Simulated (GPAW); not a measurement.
# Work function of TiSi2N4 monolayer at several levels, part 2 of 3

Wanted: work functions and dipole of TiSi2N4 monolayer, with the cost of each level. Where a layer proves gapped, the work function hangs on where the smearing puts the Fermi level, and the band edges take its place.

GPAW 26.7.0; GPAW, PAW setups; layer in a repeated cell with vacuum, relaxation of atoms and in-plane cell (the session's first sound run).

So far, upper work function (eV): step 3 (the slab's potential) 6.10.

## 4. OptPBE vdW: xc = "optPBE-vdW"

Level of this step: GPAW, PAW setups; slab in vacuum (GPAW).

The same geometry under optPBE-vdW, to see how far the functional moves the levels against the vacuum (the van der Waals functionals take revPBE setups).

run.py reads:

```python
import json
import numpy as np
from ase import Atoms
from gpaw import GPAW, PW

slab = Atoms(
    ['N', 'Si', 'N', 'Ti', 'N', 'Si', 'N'],
    positions=[
        [0.00000, -0.00000, 7.00000],
        [0.00000, 1.67966, 7.53211],
        [0.00000, 1.67966, 9.29153],
        [0.00000, -0.00000, 10.47960],
        [0.00000, 1.67966, 11.66767],
        [0.00000, 1.67966, 13.42710],
        [0.00000, -0.00000, 13.95921]],
    cell=[[2.90927, 0.0, 0.0], [-1.45463, 2.5195, 0.0], [0.0, 0.0, 20.9592]],
    pbc=[True, True, False])

slab.calc = GPAW(mode=PW(500), xc='optPBE-vdW', kpts={'size': (12, 12, 1), 'gamma': True},
                 occupations={'name': 'fermi-dirac', 'width': 0.05}, nbands='200%',
                 convergence={'density': 1e-05}, maxiter=200,
                 poissonsolver={'dipolelayer': 'xy'},
                 symmetry={'tolerance': 1e-3}, txt='slab.txt')
result = {}
energy = slab.get_potential_energy()
fermi = slab.calc.get_fermi_level()
v = slab.calc.get_electrostatic_potential().mean((0, 1)) - fermi
n = slab.calc.get_pseudo_density().mean((0, 1))
L = slab.cell[2, 2]
z = np.arange(len(v)) * L / len(v)
low, high = slab.positions[:, 2].min(), slab.positions[:, 2].max()
below, above = np.interp([low - 4.8, high + 4.8], z, v)
slopes = [np.interp(x, z, np.gradient(v, z)) for x in (low - 4.8, high + 4.8)]
eps = np.array([[slab.calc.get_eigenvalues(k, s) for k in range(len(slab.calc.get_ibz_k_points()))]
                for s in range(slab.calc.get_number_of_spins())]) - fermi
top, bottom = eps[eps < 0].max(), eps[eps > 0].min()
dipole = slab.get_dipole_moment()[2]
print(f'energy {energy:.4f} eV, Fermi level {fermi:.4f} eV, dipole {dipole:.5f} e A')
print(f'potential 4.8 A off the faces, from the Fermi level: lower {below:.4f} eV, upper {above:.4f} eV')
print(f'slope of the potential there: lower {slopes[0]:.5f}, upper {slopes[1]:.5f} eV/A')
print(f'nearest levels on the mesh: {top:.4f} and {bottom:.4f} eV')
print('magnetic moment', round(slab.get_magnetic_moment(), 3))
result.update(energy=energy, fermi=fermi, dipole=dipole, below=below, above=above, slopes=slopes, edges=[top, bottom],
              z=z.tolist(), v=v.tolist(), n=n.tolist(), positions=slab.positions.tolist(),
              forces=slab.get_forces(apply_constraint=False).tolist(), moments=slab.get_magnetic_moments().tolist())
json.dump(result, open('result.json', 'w'))
```

Run with:

```sh
> OMP_NUM_THREADS=1 OPENBLAS_NUM_THREADS=1 python run.py
```

Output:

```text
energy -81.3151 eV, Fermi level 0.3297 eV, dipole 0.00008 e A
potential 4.8 A off the faces, from the Fermi level: lower 6.3397 eV, upper 6.3374 eV
slope of the potential there: lower -0.00155, upper 0.00155 eV/A
nearest levels on the mesh: -0.6454 and 0.7578 eV
magnetic moment 0.0
```

Elapsed: 53 s, on 1 thread of Intel Xeon Platinum 8488C (Sapphire Rapids), shared host; peak memory 0.39 GiB.

Numbers from this step:

```
dipole along the normal                    : 7.98e-5 e·Å
levels nearest the Fermi level on the mesh : -0.6454, 0.7578 eV from the Fermi level
upper work function                        : 6.337 eV
lower work function                        : 6.340 eV
upper ionisation energy                    : 6.983 eV
```

The electrostatic potential energy of an electron (without an applied field's), less the Fermi level, planar mean oscillates, so the rows of the table below give means over windows of 1.12 Å about each position, cut where the curve ends. Its maxima inside the range that stand out by 2 % of the span (Å: eV): 8.6: 0.725, 9.7: -6.50, 11.2: -6.50, 12.4: 0.725. Its minima: 7.1: -22.3, 9.4: -11.8, 10.5: -20.5, 11.6: -11.8, 13.8: -22.3.

Electrostatic potential energy of an electron (without an applied field's), less the Fermi level, planar mean against z; means over each step:

```
z (Å)  electrostatic potential energy of an electron (without an applied field's), less the Fermi level, planar mean (eV)
 0.56                                                                                                                6.34
 1.68                                                                                                                6.34
 2.80                                                                                                                6.34
 3.92                                                                                                                6.33
 5.04                                                                                                                6.22
 6.16                                                                                                                2.19
 7.28                                                                                                               -18.7
 8.40                                                                                                               -3.28
 9.52                                                                                                               -8.67
10.64                                                                                                               -15.0
11.76                                                                                                               -6.28
12.88                                                                                                               -8.06
14.00                                                                                                               -14.7
15.12                                                                                                                4.85
16.24                                                                                                                6.29
17.36                                                                                                                6.33
18.48                                                                                                                6.34
19.60                                                                                                                6.34
20.72                                                                                                                6.34
```

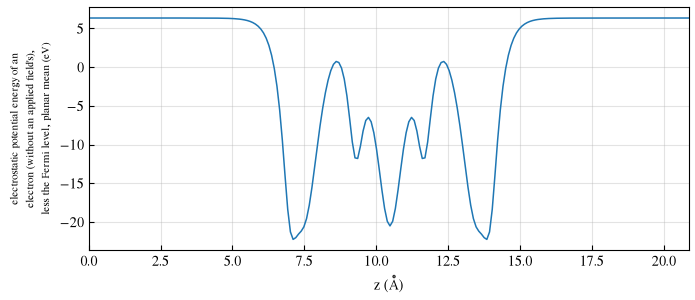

Electrostatic potential energy of an electron (without an applied field's), less the Fermi level, planar mean, plotted against z.

The pseudo valence density, planar mean oscillates, so the rows of the table below give means over windows of 2 Å about each position, cut where the curve ends. Its maxima inside the range that stand out by 2 % of the span (Å: e/Å³): 7.1: 0.882, 9.4: 0.757, 10.5: 1.64, 11.6: 0.757, 13.8: 0.882. Its minima: 8.2: 0.242, 9.7: 0.674, 11.2: 0.674, 12.7: 0.242.

The pseudo valence density, planar mean by z; means over each step:

```
z (Å)  pseudo valence density, planar mean (e/Å³)
    2                                      2.9e-6
    4                                      5.8e-4
    6                                       0.242
    8                                       0.458
   10                                       0.985
   12                                       0.519
   14                                       0.512
   16                                      0.0121
   18                                      2.5e-5
```

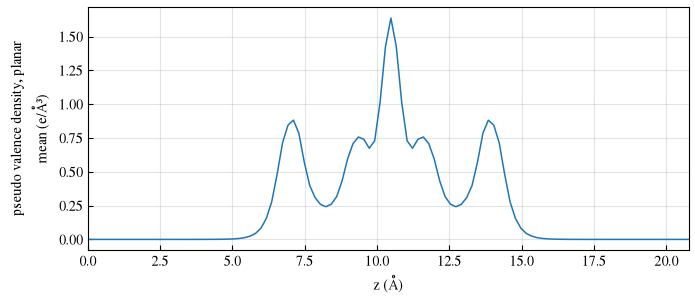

Pseudo valence density, planar mean against z.

Force by atom:

```
atom  x (eV/Å)  y (eV/Å)  z (eV/Å)   size
  N1     0.000     0.000    -0.086  0.086
 Si2     0.000     0.000    -0.134  0.134
  N3     0.000     0.000    -0.039  0.039
 Ti4     0.000     0.000     0.000  0.000
  N5     0.000     0.000     0.039  0.039
 Si6     0.000     0.000     0.134  0.134
  N7     0.000     0.000     0.086  0.086
```

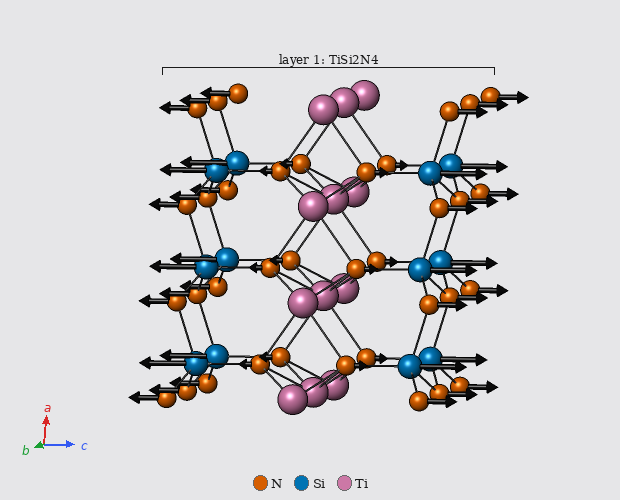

Force as arrows, the longest 0.134 eV/Å. Bonds to atoms that aren't drawn are left out. 3×2×1 cells are drawn. Some periodic images of atoms are drawn too.

The highest filled level lies 0.645 eV under the Fermi level, so the ionisation energy from the upper face is 6.337 + 0.645 = 6.983 eV, against 6.739 eV in the base run.

## 5. Self-consistent run: xc = "LDA"

The same geometry under LDA, to see how far the functional moves the levels against the vacuum.

run.py: that of step 4 with these lines changed.

```diff
@@ -18,3 +18,3 @@
 
-slab.calc = GPAW(mode=PW(500), xc='optPBE-vdW', kpts={'size': (12, 12, 1), 'gamma': True},
+slab.calc = GPAW(mode=PW(500), xc='LDA', kpts={'size': (12, 12, 1), 'gamma': True},
                  occupations={'name': 'fermi-dirac', 'width': 0.05}, nbands='200%',
```

Output:

```text
energy -61.6458 eV, Fermi level 0.1189 eV, dipole 0.00008 e A
potential 4.8 A off the faces, from the Fermi level: lower 6.4788 eV, upper 6.4765 eV
slope of the potential there: lower -0.00157, upper 0.00157 eV/A
nearest levels on the mesh: -0.5712 and 0.6744 eV
magnetic moment 0.0
```

It took 39 s on 1 thread; peak memory 0.25 GiB.

Numbers from this step:

| Item | Value |
| --- | --- |
| dipole along the normal | 7.95e-5 e·Å |
| levels nearest the Fermi level on the mesh | -0.5712, 0.6744 eV from the Fermi level |
| upper work function | 6.477 eV |
| lower work function | 6.479 eV |
| upper ionisation energy | 7.048 eV |

The highest filled level lies 0.571 eV under the Fermi level, so the ionisation energy from the upper face is 6.477 + 0.571 = 7.048 eV, against 6.739 eV in the base run.

## 6. Self-consistent run: xc = "revPBE"

The same geometry under revPBE, to see how far the functional moves the levels against the vacuum.

run.py: that of step 5 with these lines changed.

```diff
@@ -18,3 +18,3 @@
 
-slab.calc = GPAW(mode=PW(500), xc='LDA', kpts={'size': (12, 12, 1), 'gamma': True},
+slab.calc = GPAW(mode=PW(500), xc='revPBE', kpts={'size': (12, 12, 1), 'gamma': True},
                  occupations={'name': 'fermi-dirac', 'width': 0.05}, nbands='200%',
```

Output:

```text
energy -53.1904 eV, Fermi level 0.5992 eV, dipole 0.00008 e A
potential 4.8 A off the faces, from the Fermi level: lower 5.9675 eV, upper 5.9652 eV
slope of the potential there: lower -0.00150, upper 0.00150 eV/A
nearest levels on the mesh: -0.6539 and 0.7599 eV
magnetic moment 0.0
```

It took 41 s on 1 thread; peak memory 0.24 GiB.

Numbers from this step:

| Property | Result |
| --- | --- |
| dipole along the normal | 7.97e-5 e·Å |
| levels nearest the Fermi level on the mesh | -0.6539, 0.7599 eV from the Fermi level |
| upper work function | 5.965 eV |
| lower work function | 5.967 eV |
| upper ionisation energy | 6.619 eV |

The highest filled level lies 0.654 eV under the Fermi level, so the ionisation energy from the upper face is 5.965 + 0.654 = 6.619 eV, against 6.739 eV in the base run.

## 7. Self-consistent run: xc = "RPBE"

The same geometry under RPBE, to see how far the functional moves the levels against the vacuum.

run.py: that of step 6 with these lines changed.

```diff
@@ -18,3 +18,3 @@
 
-slab.calc = GPAW(mode=PW(500), xc='revPBE', kpts={'size': (12, 12, 1), 'gamma': True},
+slab.calc = GPAW(mode=PW(500), xc='RPBE', kpts={'size': (12, 12, 1), 'gamma': True},
                  occupations={'name': 'fermi-dirac', 'width': 0.05}, nbands='200%',
```

Output:

```text
energy -52.7649 eV, Fermi level 0.6221 eV, dipole 0.00008 e A
potential 4.8 A off the faces, from the Fermi level: lower 5.9547 eV, upper 5.9524 eV
slope of the potential there: lower -0.00150, upper 0.00150 eV/A
nearest levels on the mesh: -0.6601 and 0.7667 eV
magnetic moment 0.0
```

The job ended after 43 s (1 thread; peak memory 0.25 GiB).

Numbers from this step:

```yaml
levels_nearest_the_fermi_level_on_the_mesh: -0.6601, 0.7667 eV from the Fermi level
upper_work_function: 5.952 eV
lower_work_function: 5.955 eV
upper_ionisation_energy: 6.612 eV
```

The electrostatic potential energy of an electron (without an applied field's), less the Fermi level, planar mean oscillates, so the rows of the table below give means over windows of 1.12 Å about each position, cut where the curve ends. Its maxima inside the range that stand out by 2 % of the span (Å: eV): 8.6: 0.621, 9.7: -6.70, 11.2: -6.70, 12.4: 0.621. Its minima: 7.1: -22.5, 9.4: -12.0, 10.5: -20.7, 11.6: -12.0, 13.8: -22.5.

Electrostatic potential energy of an electron (without an applied field's), less the Fermi level, planar mean against z; means over each step:

```
z (Å)  electrostatic potential energy of an electron (without an applied field's), less the Fermi level, planar mean (eV)
 0.56                                                                                                                5.96
 1.68                                                                                                                5.96
 2.80                                                                                                                5.95
 3.92                                                                                                                5.95
 5.04                                                                                                                5.85
 6.16                                                                                                                1.92
 7.28                                                                                                               -18.9
 8.40                                                                                                               -3.38
 9.52                                                                                                               -8.86
10.64                                                                                                               -15.1
11.76                                                                                                               -6.46
12.88                                                                                                               -8.17
14.00                                                                                                               -14.9
15.12                                                                                                                4.54
16.24                                                                                                                5.91
17.36                                                                                                                5.95
18.48                                                                                                                5.95
19.60                                                                                                                5.95
20.72                                                                                                                5.95
```

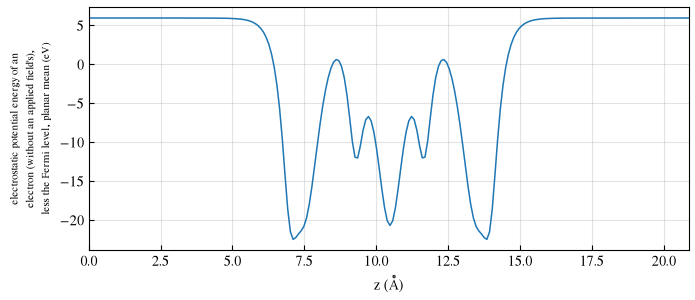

Electrostatic potential energy of an electron (without an applied field's), less the Fermi level, planar mean against z.

The highest filled level lies 0.660 eV under the Fermi level, so the ionisation energy from the upper face is 5.952 + 0.660 = 6.612 eV, against 6.739 eV in the base run.

## 8. Self-consistent run: xc = "vdW-DF2"

The same geometry under vdW-DF2, to see how far the functional moves the levels against the vacuum (the van der Waals functionals take revPBE setups).

run.py: that of step 7 with these lines changed.

```diff
@@ -18,3 +18,3 @@
 
-slab.calc = GPAW(mode=PW(500), xc='RPBE', kpts={'size': (12, 12, 1), 'gamma': True},
+slab.calc = GPAW(mode=PW(500), xc='vdW-DF2', kpts={'size': (12, 12, 1), 'gamma': True},
                  occupations={'name': 'fermi-dirac', 'width': 0.05}, nbands='200%',
```

Output:

```text
energy -178.0470 eV, Fermi level 0.2447 eV, dipole 0.00008 e A
potential 4.8 A off the faces, from the Fermi level: lower 6.5298 eV, upper 6.5275 eV
slope of the potential there: lower -0.00166, upper 0.00166 eV/A
nearest levels on the mesh: -0.6498 and 0.7738 eV
magnetic moment 0.0
```

Wall time 54 s (1 thread); peak memory 0.4 GiB.

This step gave:

```
dipole along the normal                    : 8.00e-5 e·Å
levels nearest the Fermi level on the mesh : -0.6498, 0.7738 eV from the Fermi level
upper work function                        : 6.527 eV
lower work function                        : 6.530 eV
upper ionisation energy                    : 7.177 eV
```

The highest filled level lies 0.650 eV under the Fermi level, so the ionisation energy from the upper face is 6.527 + 0.650 = 7.177 eV, against 6.739 eV in the base run.

## 9. Real-space grid: mode = "fd"

A real-space grid is a second complete basis, so it checks the plane-wave result.

run.py: that of step 8 with these lines changed.

```diff
@@ -3,3 +3,3 @@
 from ase import Atoms
-from gpaw import GPAW, PW
+from gpaw import GPAW
 
@@ -18,3 +18,3 @@
 
-slab.calc = GPAW(mode=PW(500), xc='vdW-DF2', kpts={'size': (12, 12, 1), 'gamma': True},
+slab.calc = GPAW(mode='fd', h=0.18, xc='PBE', kpts={'size': (12, 12, 1), 'gamma': True},
                  occupations={'name': 'fermi-dirac', 'width': 0.05}, nbands='200%',
```

Output:

```text
energy -58.6084 eV, Fermi level -6.1606 eV, dipole 0.00010 e A
potential 4.8 A off the faces, from the Fermi level: lower 6.1617 eV, upper 6.1594 eV
slope of the potential there: lower -0.00002, upper 0.00002 eV/A
nearest levels on the mesh: -0.6223 and 0.7329 eV
magnetic moment 0.0
```

Elapsed: 1.8 min, on 1 thread; peak memory 0.45 GiB.

This step gave:

```yaml
dipole_along_the_normal: 1.01e-4 e·Å
levels_nearest_the_fermi_level_on_the_mesh: -0.6223, 0.7329 eV from the Fermi level
upper_work_function: 6.159 eV
lower_work_function: 6.162 eV
upper_ionisation_energy: 6.782 eV
```

The highest filled level lies 0.622 eV under the Fermi level, so the ionisation energy from the upper face is 6.159 + 0.622 = 6.782 eV, against 6.739 eV in the base run.

## 10. Atomic orbitals: mode = "lcao"

Atom-centred orbitals end a few angstrom from the surface, which tests how much the density's tail matters.

run.py: that of step 9 with these lines changed.

```diff
@@ -18,4 +18,4 @@
 
-slab.calc = GPAW(mode='fd', h=0.18, xc='PBE', kpts={'size': (12, 12, 1), 'gamma': True},
-                 occupations={'name': 'fermi-dirac', 'width': 0.05}, nbands='200%',
+slab.calc = GPAW(mode='lcao', basis='dzp', h=0.18, xc='PBE', kpts={'size': (12, 12, 1), 'gamma': True},
+                 occupations={'name': 'fermi-dirac', 'width': 0.05}, nbands='120%',
                  convergence={'density': 1e-05}, maxiter=200,
```

Output:

```text
energy -54.0056 eV, Fermi level -6.0650 eV, dipole 0.00010 e A
potential 4.8 A off the faces, from the Fermi level: lower 6.0662 eV, upper 6.0639 eV
slope of the potential there: lower -0.00000, upper -0.00000 eV/A
nearest levels on the mesh: -0.6142 and 0.7165 eV
magnetic moment 0.0
```

Run time: 3.3 min. Hardware: 1 thread; peak memory 0.27 GiB.

Numbers from this step:

```yaml
levels_nearest_the_fermi_level_on_the_mesh: -0.6142, 0.7165 eV from the Fermi level
upper_work_function: 6.064 eV
lower_work_function: 6.066 eV
upper_ionisation_energy: 6.678 eV
```

The highest filled level lies 0.614 eV under the Fermi level, so the ionisation energy from the upper face is 6.064 + 0.614 = 6.678 eV, against 6.739 eV in the base run.

(Part 2 of 3 ends here.)

[Logs are printed without paths, hosts, clocks, repeated set-up lines and the standing remarks that a program may print on its own settings, such as how far it seeks lower states.]

[Hosts, paths, dates, database ids (printed as entryN), source tags and the programs' standing remarks are cut or masked in the printed files.]
